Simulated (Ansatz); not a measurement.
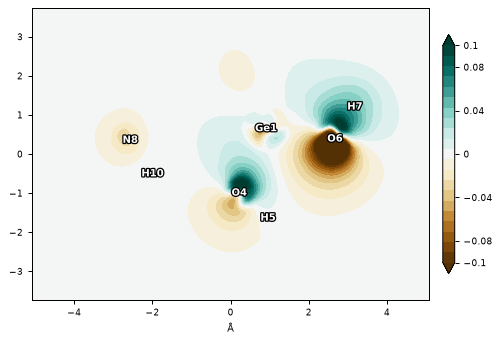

*Cl₂GeH₂O₂···NH₃. The HOMO−1 on the plane of atoms O4, Ge1 and O6 (values in Å⁻³ᐟ²; the overall sign is arbitrary).*

All numbers below come from RKS BLYP-D4/def2-SVP in Ansatz 0.2.0.

Input

```
crystal:
  periodic: [false, false, false]
  atoms:
    - { symbol: Ge, position_ang: [-0.077124, -0.127995, 0.143498] }
    - { symbol: Cl, position_ang: [-0.167799, -0.42703, 2.334105] }
    - { symbol: Cl, position_ang: [1.942273, -0.544637, -0.574138] }
    - { symbol: O, position_ang: [-0.766785, 1.392721, -0.496564] }
    - { symbol: H, position_ang: [-1.600668, 1.164725, -0.962959] }
    - { symbol: O, position_ang: [-1.18182, -1.342754, -0.573489] }
    - { symbol: H, position_ang: [-1.185332, -2.177505, -0.064741] }
    - { symbol: "N", position_ang: [1.413065, 2.389264, 1.216558] }
    - { symbol: H, position_ang: [2.11672, 1.853413, 0.699366] }
    - { symbol: H, position_ang: [0.632375, 2.61413, 0.591385] }
    - { symbol: H, position_ang: [1.060895, 1.807667, 2.003577] }
basis:
  gaussian: { orbitals: def2-SVP }
hamiltonian:
  xc: blyp
  dispersion: d4
relax:
  f_tol: 0.03
  max_steps: 50
output:
  orbitals: {}
```

Launched as:

```sh
ansatz run input.yaml --threads 4 --pin off --max-ram 5120MiB --backend cpu --events-out ev --progress --plain --runs-dir out
```

The fields are those of the run's last geometry, not of the input's.

What is the character of this orbital?

Answer. It lies mainly on O6 (about 40 %), Cl3 (about 25 %) and Cl2 (about 20 %); largely a combination of lone pairs on O6, Cl3 and Cl2. Its energy is −7.50 eV.
